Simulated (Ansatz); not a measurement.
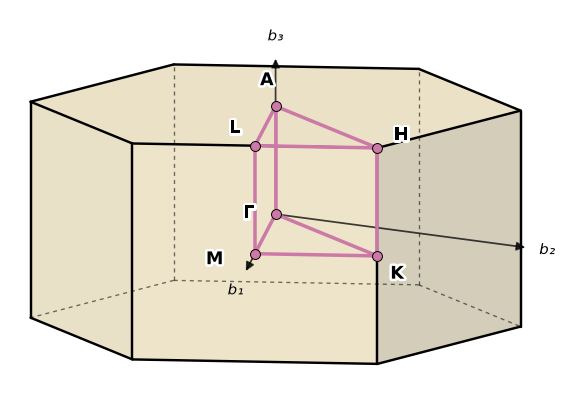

For Si2C, the geometry relaxed with Ansatz, DFT PBE, scalar-relativistic, plane waves, PAW; the starting structure was generated, so it need not be a known form of this composition: the figure shows the first Brillouin zone with its special points and a band path. Symmetry computed with spglib at a tolerance of 0.002 Å; standard conventional cell.

Labels and path follow the convention of Hinuma et al. (2017), as computed by seekpath; the arrows show the directions of the reciprocal primitive vectors b₁, b₂, b₃.

Q: What lattice type do the shape and the labels point to?

A: A primitive hexagonal lattice (hP; extended symbol hP2). The zone is a hexagonal prism in its combinatorial type: 8 faces (6 with 4 edges, 2 with 6 edges), 18 edges, 12 vertices.

Q: In which order does the conventional band path visit the special points?

A: Γ–M–K–Γ–A–L–H–A | L–M | H–K
